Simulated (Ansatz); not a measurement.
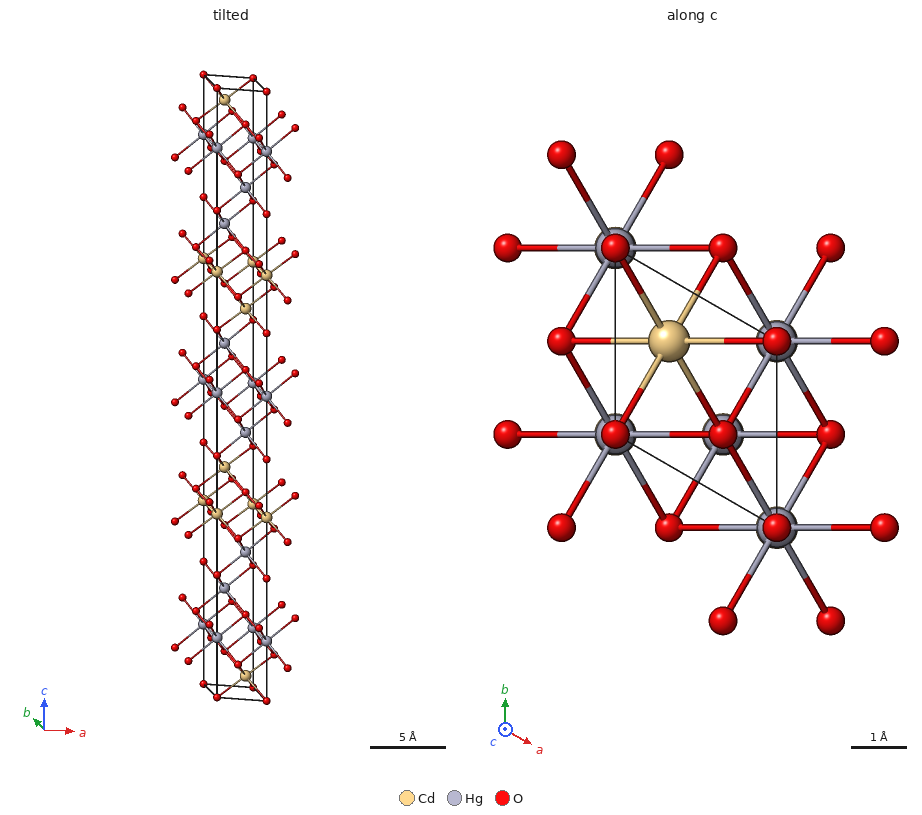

Ball-and-stick representation of a periodic structure, projected slightly off an axis and along the c axis. The frame is the conventional unit cell; atoms at its boundary are shown with their periodic copies. Some atoms of the next cells are drawn as well.

Cd2Hg3O5, space group R-3m (No. 166), a = 3.429 Å, b = 3.429 Å, c = 42.310 Å, α = 90.00°, β = 90.00°, γ = 120.00°. The model was built from a structure type filled with these elements by a generator (whether the compound takes this form wasn't checked). Earlier steps of the study, as a rule a relaxation of our own, may have changed the cell and positions, so they can lie some per cent off the listed ones. A calculation with Ansatz used it as input.

This one geometry was computed with Ansatz (DFT, plane waves, PAW) at three levels of theory: PBE, r2SCAN and PBEsol.

Question: Which level gives the highest pressure at this volume, and what does that say about its equilibrium volume?

Answer: Highest: PBE (0.0 GPa), which points to the largest equilibrium volume. Lowest, with the smallest volume: PBEsol (-6.4 GPa). Levels within 0.5 GPa of each other can't be told apart.

Question: How does the band gap change with the level of theory?

Answer: All levels give a metal, though semilocal functionals underestimate gaps and can close a small one.

Question: Collect the results in a table.

Answer:
| level | cutoff (eV) | k-mesh of the run's cell | gap (eV) | pressure (GPa) |
| --- | --- | --- | --- | --- |
| PBE | 420 | 12×12×12 | metal | 0.0 |
| r2SCAN | 500 | 12×12×12 | metal | -5.0 |
| PBEsol | 420 | 12×12×12 | metal | -6.4 |

Gaps are taken on the k-mesh or band path of each run.
